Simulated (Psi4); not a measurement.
# BNH2O (SMILES BN=O): B3LYP/6-31G(d) (spherical functions)

Aim: energy and gradient of BNH2O. The job is set up through a Python script.

The results are computed with Psi4 1.11.

3 further runs of the same task are left out: 2 that didn't finish, 1 set aside as unsound or not needed.

## 1. The molecule

BNH2O: 5 atoms, total charge 0, spin state singlet. As SMILES, `BN=O`. The coordinates come from a GFN2-xTB relaxation.

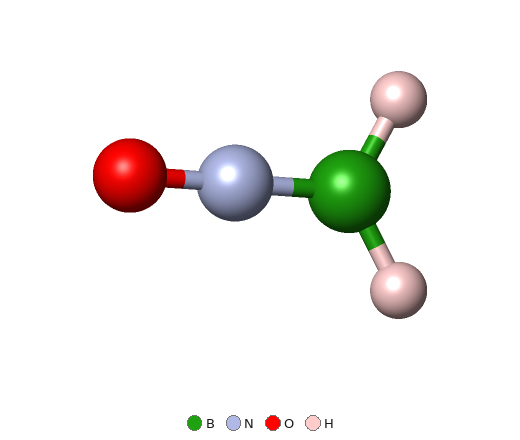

Viewed from a chosen angle; boron green, nitrogen light blue, oxygen red, hydrogen pink.

## 2. Energy and forces at B3LYP/6-31G(d) (spherical functions)

bh2no.xyz

```xyz
5
BH2NO
B     -0.303260     0.384710    -0.206480
N      0.435210    -0.552070     0.296940
O      1.113730    -1.415380     0.760240
H     -1.158940     0.091910    -0.941520
H     -0.086740     1.490830     0.090820
```

job.py

```python
import psi4

psi4.set_memory(1600000000)
psi4.set_num_threads(1)
psi4.set_output_file('bh2no.out', False)

with open('bh2no.xyz') as f:
    atoms = ''.join(f.readlines()[2:])
m = psi4.geometry('0 1\n' + atoms + 'symmetry c1')

options = {'reference': 'rks', 'puream': True, 'e_convergence': 1e-09, 'd_convergence': 1e-08, 'scf_type': 'pk', 'dft_radial_points': 99, 'dft_spherical_points': 590}
psi4.set_options(options)

energy_value, wavefunction = psi4.gradient("b3lyp/6-31G*", molecule=m, return_wfn=True)
print('gradient / Eh bohr^-1')
print(energy_value.np.round(6))
print(f'energy = {wavefunction.energy():.10f} Eh')
```

The run is started by

```console
$ python job.py
```

What values should one expect? Wanted: total energy; dipole moment; HOMO energy; LUMO energy; HOMO–LUMO gap; largest force on an atom.

**Answer.** As computed:

Level: B3LYP/6-31G* (spherical functions).

| quantity | value |
| --- | --- |
| total energy | -155.94116 Eh |
| dipole moment | 0.57 D |
| HOMO energy | -6.76 eV |
| LUMO energy | -3.28 eV |
| HOMO–LUMO gap | 3.48 eV |
| largest force on an atom | 2.851 eV/Å |

**Reading.** The largest force is 2.85 eV/Å: the shape isn't a stationary point for this species at this level.
